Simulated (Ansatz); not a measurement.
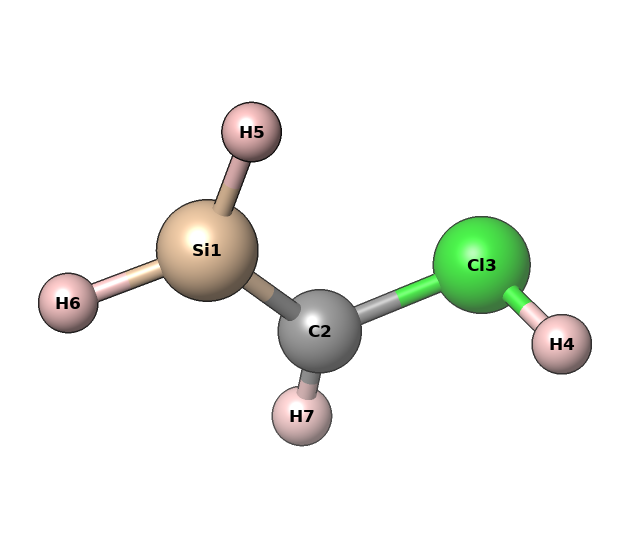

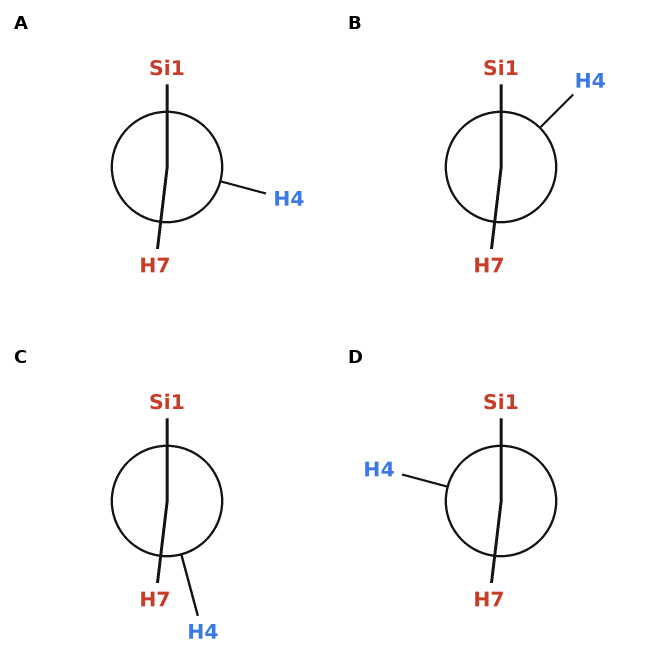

Atoms fade into the background with distance from the viewer. Bonds that would overlap in a projection are set slightly apart. Charge +1, singlet. Computed geometry: PBE0-D4/def2-TZVP optimisation. No frequency run is at hand to confirm it as a minimum.

Q: Which Newman projection shows the view along C2–Cl3, with C2 in front?

A: A. The torsion angle Si1–C2–Cl3–H4 is 105°, anticlinal.
